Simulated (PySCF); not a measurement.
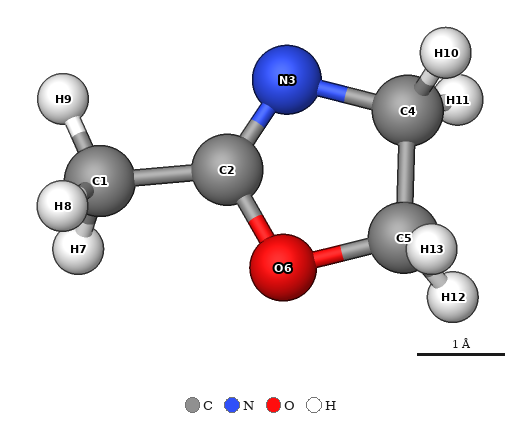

Fig. 1: The structure (ball-and-stick view, seen at a tilt; atoms are numbered from 1 in the order of the input).

# Two runs on C4H7NO

System: C4H7NO (2-methyl-2-oxazoline), SMILES CC1=NCCO1.
Method of run 1: GIAO wB97X-D/pcSseg-2 NMR shielding, non-relativistic, IEF-PCM chloroform (PySCF 2.14.0).

The geometry comes from this level: PBE0-D3(BJ)/def2-TZVP. Text and figures count atoms from 1; the logs count them from 0 in places.

### Input file, run 1
```
{"job": {"kind": "nmr", "xc": "wB97X-D", "basis": "pcSseg-2", "pop": false, "solvent": "chloroform"}, "charge": 0, "multiplicity": 1}
C      2.132777     0.035632    -0.211517
C      0.661278     0.111669    -0.071743
N     -0.045655     1.159830    -0.101830
C     -1.428404     0.740924     0.092809
C     -1.363025    -0.793697     0.183798
O      0.040951    -1.081662     0.108474
H      2.569385    -0.427744     0.675935
H      2.396632    -0.587123    -1.069062
H      2.539213     1.035215    -0.342855
H     -2.045623     1.085232    -0.740577
H     -1.827472     1.198364     1.002394
H     -1.745853    -1.195543     1.123156
H     -1.860262    -1.298557    -0.647062
```

The first line tells a small driver script what to run in PySCF; the rest is the geometry in Å.

Launched with:
```bash
OMP_NUM_THREADS=1 python <driver script> task.json out
```

Hardware: 1 CPU thread, shared host.

### Output (run 1)
```
coarse grid: 10832 points
cycle   1  E = -286.5421056843  dE =  1.094e+00  |g| = 6.449e-01  |ddm| = 2.387e+00
cycle   2  E = -286.5401330967  dE =  1.973e-03  |g| = 7.071e-01  |ddm| = 6.443e-01
cycle   3  E = -286.6231160610  dE = -8.298e-02  |g| = 4.558e-02  |ddm| = 3.386e-01
cycle   4  E = -286.6235466176  dE = -4.306e-04  |g| = 2.163e-02  |ddm| = 5.115e-02
cycle   5  E = -286.6236410645  dE = -9.445e-05  |g| = 1.009e-02  |ddm| = 2.653e-02
cycle   6  E = -286.6236608690  dE = -1.980e-05  |g| = 2.718e-03  |ddm| = 1.126e-02
cycle   7  E = -286.6236630018  dE = -2.133e-06  |g| = 1.081e-03  |ddm| = 4.956e-03
final grid: 104640 points
cycle   8  E = -286.6261972364  dE = -2.622e-04  |g| = 6.354e-03  |ddm| = 6.633e-02
cycle   9  E = -286.6261994567  dE = -2.220e-06  |g| = 5.963e-03  |ddm| = 9.805e-03
cycle  10  E = -286.6262061689  dE = -6.712e-06  |g| = 1.276e-03  |ddm| = 3.567e-03
cycle  11  E = -286.6262064523  dE = -2.834e-07  |g| = 5.339e-04  |ddm| = 1.024e-03
cycle  12  E = -286.6262065115  dE = -5.917e-08  |g| = 9.665e-05  |ddm| = 4.352e-04
cycle  13  E = -286.6262065133  dE = -1.842e-09  |g| = 4.285e-05  |ddm| = 9.803e-05
cycle  14  E = -286.6262065138  dE = -4.663e-10  |g| = 7.760e-06  |ddm| = 5.496e-05
converged SCF energy = -286.6262065138

GIAO shielding tensors (ppm)
atom      isotropic    diamagn.    paramagn.     s11        s22        s33       span
  0 C      170.033     239.112     -69.078    158.688    158.858    192.554     33.867
  1 C        5.512     256.635    -251.123    -93.505     49.897     60.144    153.648
  2 N       20.675     326.997    -306.321   -145.333     13.977    193.382    338.714
  3 C      126.884     241.542    -114.658     85.573    125.634    169.445     83.873
  4 C      114.296     241.981    -127.685     73.451     98.942    170.496     97.045
  5 O      153.091     394.842    -241.751     35.149    140.734    283.392    248.243
  6 H       29.737      28.459       1.278     25.932     27.886     35.392      9.460
  7 H       29.730      28.495       1.235     25.935     27.860     35.395      9.460
  8 H       29.601      28.408       1.193     25.097     28.608     35.099     10.002
  9 H       27.700      29.490      -1.790     23.918     26.456     32.726      8.808
 10 H       27.721      29.586      -1.865     23.772     26.488     32.903      9.131
 11 H       27.272      29.562      -2.290     23.478     26.153     32.186      8.708
 12 H       27.347      29.731      -2.384     23.227     26.285     32.529      9.302
```

The input of run 2 differs as follows (lines with − go, lines with + come):
```diff
-"solvent": "chloroform"
```

How does run 2 compare with run 1?

The total energy of run 2 is 4.1 kcal/mol higher: the change of the electrostatic solvation energy at this fixed geometry, without cavity or dispersion terms. The HOMO goes from −8.99 to −8.93 eV. The LUMO goes from 2.46 to 2.33 eV. The dipole moment goes from 1.79 to 1.39 D. Of all shieldings, the largest change is that of N3, by −8.5 ppm. The reaction field of the continuum polarises the molecule further, so the dipole moment is larger in solution. The SCF takes 13 iterations against 14.

### Output (run 2)
```
coarse grid: 10832 points
cycle   1  E = -286.5320973734  dE =  1.104e+00  |g| = 6.558e-01  |ddm| = 2.387e+00
cycle   2  E = -286.5280355891  dE =  4.062e-03  |g| = 7.261e-01  |ddm| = 7.273e-01
cycle   3  E = -286.6165160158  dE = -8.848e-02  |g| = 4.517e-02  |ddm| = 3.662e-01
cycle   4  E = -286.6169539019  dE = -4.379e-04  |g| = 1.922e-02  |ddm| = 4.359e-02
cycle   5  E = -286.6170403602  dE = -8.646e-05  |g| = 6.074e-03  |ddm| = 2.305e-02
cycle   6  E = -286.6170500942  dE = -9.734e-06  |g| = 1.584e-03  |ddm| = 7.693e-03
final grid: 104640 points
cycle   7  E = -286.6196099549  dE = -2.595e-04  |g| = 8.030e-03  |ddm| = 6.625e-02
cycle   8  E = -286.6196053048  dE =  4.650e-06  |g| = 9.792e-03  |ddm| = 1.171e-02
cycle   9  E = -286.6196235275  dE = -1.822e-05  |g| = 1.246e-03  |ddm| = 5.434e-03
cycle  10  E = -286.6196238064  dE = -2.789e-07  |g| = 4.960e-04  |ddm| = 1.117e-03
cycle  11  E = -286.6196238600  dE = -5.360e-08  |g| = 1.064e-04  |ddm| = 4.415e-04
cycle  12  E = -286.6196238622  dE = -2.227e-09  |g| = 4.582e-05  |ddm| = 1.021e-04
cycle  13  E = -286.6196238628  dE = -5.601e-10  |g| = 7.891e-06  |ddm| = 6.096e-05
converged SCF energy = -286.6196238628

GIAO shielding tensors (ppm)
atom      isotropic    diamagn.    paramagn.     s11        s22        s33       span
  0 C      169.921     239.118     -69.197    159.059    159.277    191.428     32.368
  1 C        7.843     257.343    -249.499    -92.178     55.480     60.228    152.407
  2 N       12.145     325.197    -313.052   -163.522      8.264    191.694    355.216
  3 C      126.480     241.232    -114.753     85.196    125.731    168.512     83.317
  4 C      114.361     241.818    -127.457     73.928     99.822    169.333     95.406
  5 O      152.038     394.435    -242.397     37.598    133.573    284.943    247.345
  6 H       29.892      28.726       1.166     26.128     28.090     35.459      9.331
  7 H       29.886      28.763       1.123     26.132     28.065     35.463      9.331
  8 H       29.602      28.525       1.077     25.143     28.602     35.062      9.920
  9 H       27.775      29.604      -1.829     24.060     26.557     32.707      8.647
 10 H       27.796      29.702      -1.906     23.910     26.590     32.888      8.978
 11 H       27.443      29.869      -2.425     23.677     26.358     32.295      8.618
 12 H       27.515      30.027      -2.513     23.400     26.495     32.649      9.248
```

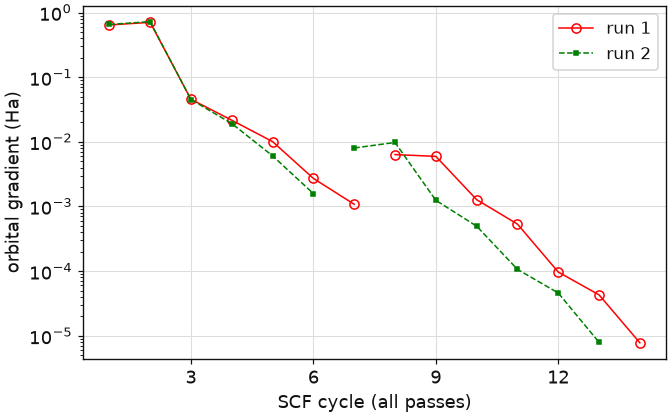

Fig. 2: Convergence of the two runs: orbital gradient against the SCF cycle. A break in a curve parts two SCF passes (coarse and final grid). Run 1 takes 14 cycles in all, and run 2 takes 13.

### The two runs side by side

| quantity | run 1 | run 2 |
| --- | --- | --- |
| outcome | converged | converged |
| total energy (hartree) | −286.626207 | −286.619624 |
| HOMO (eV) | −8.99 | −8.93 |
| LUMO (eV) | 2.46 | 2.33 |
| dipole moment (D) | 1.79 | 1.39 |
| shielding of C2 (ppm) | 5.5 | 7.8 |
| shielding of N3 (ppm) | 20.7 | 12.1 |
| shielding of C4 (ppm) | 126.9 | 126.5 |
| shielding of O6 (ppm) | 153.1 | 152.0 |
| shielding of H8 (ppm) | 29.7 | 29.9 |
| shielding of H12 (ppm) | 27.3 | 27.4 |
| shielding of H13 (ppm) | 27.3 | 27.5 |
| SCF iterations | 14 | 13 |
| basis functions | 314 | 314 |
| wall time (shared host) | 57 s | 49 s |
